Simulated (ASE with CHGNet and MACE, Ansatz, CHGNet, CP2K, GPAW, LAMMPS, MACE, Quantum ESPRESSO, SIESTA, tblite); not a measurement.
# Machine-learned potentials on amorphous SiO1.9 (78 atoms): settings against a plane-wave reference

Wanted: machine-learned potentials inputs and outputs for amorphous SiO1.9 (78 atoms), checked against a plane-wave reference.

Main program and level: ASE with CHGNet and MACE; the method is named at each step.

### Step 1. The structure

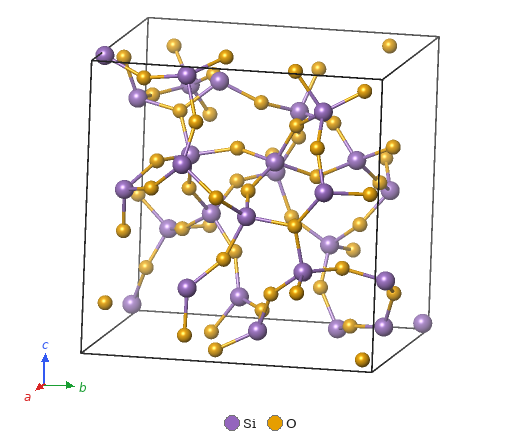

The cell as given, slightly off an axis (silicon purple, oxygen orange). Bonds to atoms that aren't drawn are left out. Some periodic images of atoms are drawn too.

The cell holds 78 atoms: 27 Si and 51 O. Its edges and angles: a = 10.502 Å, b = 10.502 Å, c = 10.502 Å, α = 90.0°, β = 90.0°, γ = 90.0°. 78 atoms (27 Si, 51 O) placed at random at 2.26 g/cm³, melted at 5000 K for 10 ps at fixed volume with the Tersoff Si-O potential (Munetoh et al., Comput. Mater. Sci. 39, 334 (2007)). Quenched from 5000 K to 500 K at 20 K/ps and fixed volume, annealed at 2000 K for 50 ps, held 5 ps.

The yardstick, on the same geometry:

- method: Kohn-Sham DFT, PBE, SSSP efficiency 1.3.0 pseudopotentials, plane waves (Quantum ESPRESSO 7.5); sssp-pbe-1.3.0-efficiency, cutoffs 60/480 Ry, Γ point
- r.m.s. force component: 1.368 eV/Å
- longest force: 5.01 eV/Å
- pressure: -1.028 GPa
- time: 3.1 min on 4 MPI ranks of Arm Neoverse V1, shared host
- CPU time: 12 min

### Step 2. CHGNet r2SCAN potential

Method: machine-learned interatomic potential CHGNet r2SCAN, trained on r2SCAN plane-wave data.

run.py

```python
import numpy as np
from ase.io import read
import mlip  # loads the published weights by name

atoms = read("structure.xyz")
atoms.calc = mlip.calc("chgnet-r2scan")
energy = atoms.get_potential_energy()
forces = atoms.get_forces()
print(f"energy {energy:.6f} eV")
print("forces (eV/A)")
for i, (a, f) in enumerate(zip(atoms, forces)):
    print(f"{i:4d} {a.symbol:2s} {f[0]:10.5f} {f[1]:10.5f} {f[2]:10.5f}")
stress = -atoms.get_stress(voigt=False) * 160.21766
print("stress (GPa, compression positive)")
for row in stress:
    print(" ".join(f"{x:10.4f}" for x in row))
```

structure.xyz

```xyz
78
Lattice="10.50180 0.00000 0.00000 0.00000 10.50180 0.00000 0.00000 0.00000 10.50180" Properties=species:S:1:pos:R:3 pbc="T T T"
Si 1.46490 7.10877 3.02116
Si 2.79516 7.75400 0.25446
Si 4.48154 3.50319 9.10433
Si 1.43098 1.28742 3.22374
Si 8.32971 0.05997 10.36748
Si 0.90547 10.46294 0.34771
Si 9.50024 8.35345 6.15679
Si 1.56109 5.09726 5.52941
Si 8.87633 7.58293 3.16640
Si 7.75852 5.81432 0.77934
Si 4.76488 0.63536 8.35292
Si 9.11934 5.52174 5.05693
Si 7.91311 7.92529 8.79095
Si 3.75649 3.23844 4.23244
Si 9.82548 3.61010 2.47118
Si 1.90933 1.96415 8.49144
Si 8.27941 0.93088 5.61237
Si 7.30348 10.27696 2.79768
Si 8.90826 3.15243 9.94037
Si 3.17690 6.16739 8.00048
Si 4.65597 8.57829 6.61697
Si 5.01829 9.83809 0.78165
Si 10.03888 3.30345 6.91838
Si 4.98468 4.59118 1.51478
Si 6.48570 5.98141 6.66182
Si 5.86273 2.80986 6.61844
Si 1.91910 9.30659 5.18285
O 9.11850 7.27260 4.83188
O 4.32433 4.24525 3.01832
O 7.23122 1.86554 6.54714
O 7.54470 9.31972 9.57029
O 4.88323 2.62156 5.27663
O 8.12188 6.90819 10.21678
O 0.57770 8.85207 6.11898
O 1.58640 0.55586 1.80536
O 5.62214 7.34328 6.09724
O 2.09448 8.29212 3.92400
O 8.50289 1.53515 9.68791
O 2.30735 6.99577 1.61507
O 4.20219 4.97838 8.39251
O 0.97121 2.53177 7.33824
O 7.96372 4.35919 0.03760
O 10.48678 7.68942 2.66147
O 8.36174 6.35873 2.22313
O 9.81855 10.01788 0.31789
O 5.16815 9.97104 7.26378
O 6.84875 6.78017 8.07126
O 9.38588 3.62270 8.36846
O 2.63228 6.70897 9.47903
O 3.44491 9.20913 5.68567
O 5.83816 4.48868 6.96553
O 1.31766 0.11762 4.36444
O 0.93897 1.14753 9.69726
O 9.40111 2.10803 5.90096
O 7.69803 5.28094 5.75730
O 0.31075 2.55110 3.25860
[... 18 atom lines left out ...]
O 7.64878 8.76165 3.20168
O 5.79983 10.30752 2.13460
O 1.79780 9.07461 10.33892
O 5.14494 2.23940 8.05719
```

Command:

```bash
$ OMP_NUM_THREADS=1 python run.py > output.txt
```

Log:

```text
CHGNet vr2scan initialized with 412,525 parameters
CHGNet will run on cpu
energy -748.607117 eV
forces (eV/A)
   0 Si    1.14427    1.05221    0.19018
   1 Si   -3.27356   -0.04581   -1.99128
   2 Si   -2.20013    2.25798    0.99082
   3 Si    0.84288    0.28903    0.56272
   4 Si    2.11662   -0.10739    2.31373
   5 Si    0.71607   -1.07593   -0.89265
   6 Si    0.92685    4.07258    0.62349
   7 Si    3.06154    0.89447   -1.31368
   8 Si    0.04492    0.25912   -3.47124
   9 Si   -0.80374   -0.45994    0.50199
  10 Si   -3.09193   -2.41342    0.82161
  11 Si   -0.32080   -1.99473   -2.20229
  12 Si   -1.70518   -3.65899    2.01104
  13 Si   -1.33679   -0.61954   -0.86549
  14 Si    0.17282   -0.43749   -0.45812
  15 Si   -0.12921   -2.74603    2.73714
  16 Si   -0.07127    0.13960   -0.20755
  17 Si    0.34149    1.79361   -0.56137
  18 Si    0.35751    0.95261    0.83100
  19 Si    1.30453    2.40984    3.00726
  20 Si   -1.88157   -2.54274    1.27610
  21 Si   -0.34185    0.13798   -0.30995
  22 Si    0.11931   -3.54809    0.31144
  23 Si   -0.65846    0.10357    0.74852
[...]
70 O     1.37054   -1.87262   -1.12792
  71 O     0.14657    1.58330   -1.79017
  72 O     0.63042   -0.36597    0.03770
  73 O     1.04142    0.94789    0.77842
  74 O     1.98815   -1.33961    0.22097
  75 O    -1.17095   -0.62773    0.20785
  76 O    -0.74715    1.10589    1.43981
  77 O     1.21809    1.16512   -0.13275
stress (GPa, compression positive)
   -3.1545     1.4186    -1.6492
    1.4186   -10.7374    -2.4011
   -1.6492    -2.4011   -10.7398
```

Wall time 5.5 s (1 thread of Arm Neoverse V1, shared host); peak memory 1 GiB.

Banners, paths, timers and routine set-up lines are dropped from the logs unmarked, and long logs keep their key lines alone; longer cuts are marked.

Against the reference:

```
r.m.s. force component                  : 1.278 eV/Å
r.m.s. difference of force components   : 463.8 meV/Å
longest difference of force vectors     : 1965 meV/Å
force difference over r.m.s. force      : 33.89 %
slope of forces against the reference's : 0.8789
correlation of force components         : 0.9408
pressure                                : -8.211 GPa
pressure difference                     : -7.183 GPa
```

Length of the force difference by element (eV/Å):

```csv
element,atoms,mean,most
O,51,0.67,2.0
Si,27,0.75,1.9
```

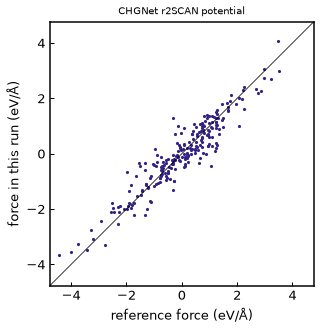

Force components against those of the reference; the line marks equality.

Local excerpt of 9 atoms (numbers count through the whole input) about O33, picked at random; x, y, z are measured from there.

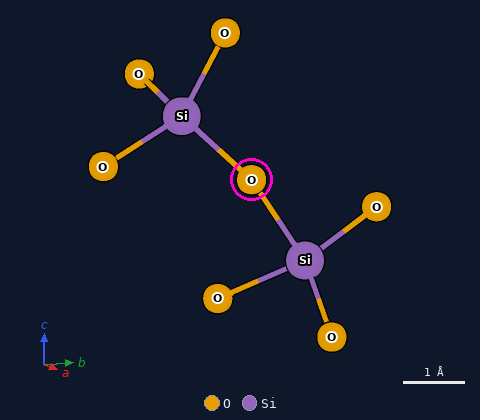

The atoms of the table, within 2.9 Å (arrows a, b, c point along x, y, z); some may hide others; the central atom is ringed.

```csv
atom,x,y,z,distance (Å),bonds,Fx,Fy,Fz (eV/Å)
O33,0.00,0.00,0.00,0.00,2,0.41,2.21,-2.09
Si10,-0.36,-1.09,1.06,1.57,4,-0.80,-0.46,0.50
Si13,-0.21,1.02,-1.43,1.76,4,-1.71,-3.66,2.01
O47,-1.27,-0.13,-2.15,2.50,2,1.38,0.29,0.00
O31,-0.58,2.41,-0.65,2.56,2,0.71,0.62,-0.69
O42,-0.16,-2.55,0.32,2.57,2,-1.79,0.09,-1.22
O44,0.24,-0.55,2.51,2.58,2,-0.69,1.84,-0.52
O58,-1.96,-1.26,1.56,2.80,2,0.30,0.26,-0.16
O73,0.95,1.07,-2.55,2.92,2,0.63,-0.37,0.04
```

Atoms are counted from 1 here, from 0 in the log.

Forces lie 34 % from the reference's, at 0.0065 times its CPU time (on 1 against 4 cores).

### Step 3. CHGNet 0.3.0 potential

Method: machine-learned interatomic potential CHGNet 0.3.0, trained on PBE(+U) plane-wave data.

Changes to run.py since step 2:

```diff
@@ -5,3 +5,3 @@
 atoms = read("structure.xyz")
-atoms.calc = mlip.calc("chgnet-r2scan")
+atoms.calc = mlip.calc("chgnet-0.3.0")
 energy = atoms.get_potential_energy()
```

structure.xyz is that of step 2.

Log:

```text
CHGNet v0.3.0 initialized with 412,525 parameters
CHGNet will run on cpu
energy -620.976074 eV
forces (eV/A)
   0 Si    1.14039    0.98329    0.07544
   1 Si   -3.86880    0.03008   -2.30353
   2 Si   -2.14482    2.53303    0.75118
   3 Si    0.75721    0.27460    0.58360
   4 Si    2.08045   -0.29622    2.34600
   5 Si    0.81841   -1.34692   -0.86041
   6 Si    0.79890    4.09657    0.40221
   7 Si    2.69851    1.12064   -1.01281
   8 Si   -0.01178    0.27753   -3.70427
   9 Si   -0.54169   -0.45375    0.53759
  10 Si   -3.39607   -2.59099    0.61129
  11 Si   -0.11711   -1.99031   -2.49871
  12 Si   -1.92689   -4.37610    2.18479
  13 Si   -1.41528   -0.67874   -0.73512
  14 Si   -0.07299   -0.21602   -0.72011
  15 Si   -0.29890   -3.03809    3.00199
  16 Si   -0.11586   -0.12515   -0.26256
  17 Si    0.52657    1.88626   -0.33378
  18 Si    0.42116    0.91722    0.82538
  19 Si    1.25706    2.44737    3.30774
  20 Si   -1.88156   -2.93896    1.27658
  21 Si   -0.36285    0.28237   -0.07435
  22 Si    0.22146   -3.63324   -0.14958
  23 Si   -0.57947    0.27279    0.63794
[...]
70 O     1.34491   -2.12447   -1.32490
  71 O     0.22281    1.76988   -1.70940
  72 O     0.96996   -0.49014    0.05086
  73 O     1.31501    0.85368    0.61660
  74 O     1.71387   -1.64832    0.44285
  75 O    -1.66417   -0.48836    0.24735
  76 O    -0.60438    0.94277    1.32267
  77 O     1.26135    1.25895    0.18018
stress (GPa, compression positive)
    1.9771     1.3299    -1.5858
    1.3299    -5.5287    -2.1943
   -1.5858    -2.1943    -5.1453
```

Wall time 4.1 s (1 thread); peak memory 1 GiB.

Against the reference:

```yaml
r_m_s_force_component: 1.362 eV/Å
r_m_s_difference_of_force_components: 432.1 meV/Å
longest_difference_of_force_vectors: 1868 meV/Å
force_difference_over_r_m_s_force: 31.58 %
slope_of_forces_against_the_reference_s: 0.9454
correlation_of_force_components: 0.9499
pressure: -2.899 GPa
pressure_difference: -1.871 GPa
```

Against the first run (34 %), the force difference from the reference is 32 %, at 0.84 times the CPU time.

### Step 4. MACE MPA-0 medium potential

Method: machine-learned interatomic potential MACE MPA-0 medium, trained on PBE(+U) plane-wave data.

Changes to run.py since step 3:

```diff
@@ -5,3 +5,3 @@
 atoms = read("structure.xyz")
-atoms.calc = mlip.calc("chgnet-0.3.0")
+atoms.calc = mlip.calc("mace-mpa-0-medium")
 energy = atoms.get_potential_energy()
```

structure.xyz is that of step 3.

Log:

```text
energy -581.210750 eV
forces (eV/A)
   0 Si    1.04654    1.02282   -0.05016
   1 Si   -4.29607   -0.25623   -2.25119
   2 Si   -2.52036    3.04193    1.33444
   3 Si    0.95464    0.59790    0.89627
   4 Si    2.25831   -0.37031    2.31170
   5 Si    1.10907   -1.55296   -0.93271
   6 Si    1.17648    4.48918    1.10349
   7 Si    3.23992    1.29988   -1.40842
   8 Si    0.30320    0.73471   -3.59461
   9 Si   -1.24780   -0.33667    0.40493
  10 Si   -4.09737   -2.99690    0.18045
  11 Si    0.04488   -1.68769   -2.39146
  12 Si   -1.33539   -4.67670    2.05460
  13 Si   -1.81210   -0.97078   -0.45143
  14 Si   -0.33789   -0.99858   -0.47949
  15 Si   -0.03693   -3.56341    3.00317
  16 Si    0.03006   -0.03816   -0.10715
  17 Si    0.64557    1.82791   -0.10535
  18 Si    0.67345    1.13342    0.95425
  19 Si    0.90697    2.59130    3.77682
  20 Si   -2.16397   -2.87271    1.11080
  21 Si   -1.02327    0.08742    0.06146
  22 Si    0.34387   -4.32698    0.31649
  23 Si   -1.19156    0.97278    0.38892
[...]
70 O     1.58804   -2.02387   -1.26088
  71 O     0.50371    1.64167   -1.77789
  72 O     0.69324   -0.49435    0.18791
  73 O     1.41364    0.91508    0.46869
  74 O     1.97702   -1.81634    0.41757
  75 O    -1.66177   -0.63534    0.33889
  76 O    -0.39774    1.03168    1.37211
  77 O     1.57276    1.02380   -0.02880
stress (GPa, compression positive)
    2.1910     1.2463    -1.9981
    1.2463    -5.7531    -2.3297
   -1.9981    -2.3297    -5.1984
```

Wall time 9.5 s (1 thread); peak memory 0.99 GiB.

Compared with the plane-wave run:

```
r.m.s. force component                  : 1.466 eV/Å
r.m.s. difference of force components   : 350.3 meV/Å
longest difference of force vectors     : 1430 meV/Å
force difference over r.m.s. force      : 25.6 %
slope of forces against the reference's : 1.041
correlation of force components         : 0.9718
pressure                                : -2.92 GPa
pressure difference                     : -1.892 GPa
```

Against the first run (34 %), the force difference from the reference is 26 %, at 1.9 times the CPU time.

### Step 5. Side by side

Differences are against the plane-wave reference, forces as r.m.s. over components; share is that over the reference's r.m.s. force, slope the least-squares factor from reference forces to these. Total energies of different programs have different zeros and aren't compared.

```csv
run,"Δ force, r.m.s. (meV/Å)",share (%),slope,Δ pressure (GPa),cores,CPU time,memory (GiB)
reference,-,-,-,-,4,12 min,3.8
CHGNet r2SCAN potential,464,33.9,0.879,-7.18,1,4.8 s,1.0
CHGNet 0.3.0 potential,432,31.6,0.945,-1.87,1,4.1 s,1.0
MACE MPA-0 medium potential,350,25.6,1.041,-1.89,1,9 s,0.99
```

Times of the machine-learned potentials are mostly Python's start and the loading of weights.

CPU time is summed over cores on a shared host, where runs went side by side, so it is rough. Symmetry, cutoffs, thresholds, outputs and thread counts weren't matched or tuned between programs; memory under MPI is the largest rank's times the ranks.

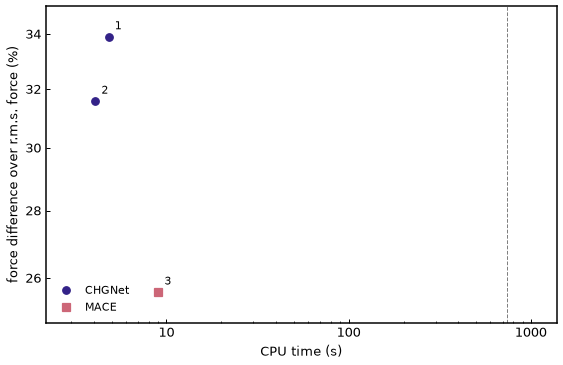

Force difference against CPU time; the dashed line marks the reference's time. Points: 1 CHGNet r2SCAN potential; 2 CHGNet 0.3.0 potential; 3 MACE MPA-0 medium potential.

### Step 6. Outcome

| Property | Result |
| --- | --- |
| nearest in forces | MACE MPA-0 medium potential, 26 % |
| its CPU time | 9 s |

In words: Machine-learned potentials differ by 26 % (MACE MPA-0 medium potential) to 34 % (CHGNet r2SCAN potential); they were trained on other programs' data, some at another functional. The reference's pressure holds the uncorrected Pulay stress of its 60 Ry basis, so small pressure differences, and their order, may be the reference's own error. Machine-learned potentials mimic data converged in k, so the reference's own k-point error enters their differences. The quench rate of 20 K/ps is many orders above laboratory rates, so the cell is likely richer in defects and strain than a real sample. The network of bonds at the start is that of the classical potential that made the cell, and needn't be the one that DFT or experiment would give. The reference's stress is far from hydrostatic: its diagonal is 2.9, -3.5, -2.5 GPa, compression counted positive. The electronic-structure runs sample only Γ, in a cell whose shortest periodic width is 11 Å, which is coarse for a cell with partly filled levels.

[Also dropped from logs without a mark: logging warnings of Python, and SIESTA's first energy breakdown and zero terms.]

[Logs are printed without paths, hosts, clocks, repeated set-up lines and the standing remarks that a program may print on its own settings, such as how far it seeks lower states.]

[Hosts, paths, dates, database ids (printed as entryN), source tags and the programs' standing remarks are cut or masked in the printed files.]
